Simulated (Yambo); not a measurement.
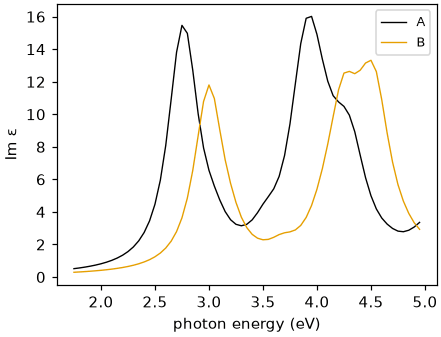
*Two computed absorption spectra of WO3 (ReO3 type, space group Pm-3m, No. 221) under isotropic strain of -3 % on all lattice vectors (Yambo, PBEsol bands with the same scissor, field along x)*

Problem. Which curve includes the electron-hole attraction (BSE)?

Solution. Curve A: the attraction moves weight to lower energy (centre of the plotted range 3.6 eV against 3.8 eV). Settings: 8×8×8 mesh, 6 valence and 3 conduction bands, static screening with 36 bands and a 4 Ry block, scissor 1.11 eV, Tamm-Dancoff. The scissor comes from a G0W0 run whose convergence isn't established. Broadening 0.15 eV. The band window holds all transitions up to 5.0 eV. On this mesh the peak heights and the fine structure are mesh artefacts; only the shift of weight is robust.

Spin-orbit coupling is not included.

Geometry strained from the cell relaxed with PBEsol, atoms relaxed again; primitive cell a = 3.681 Å, b = 3.681 Å, c = 3.681 Å, α = 90.00°, β = 90.00°, γ = 90.00°.

The structure is a Materials Project entry; no match was found in the copy of COD used, and its stability was not checked.
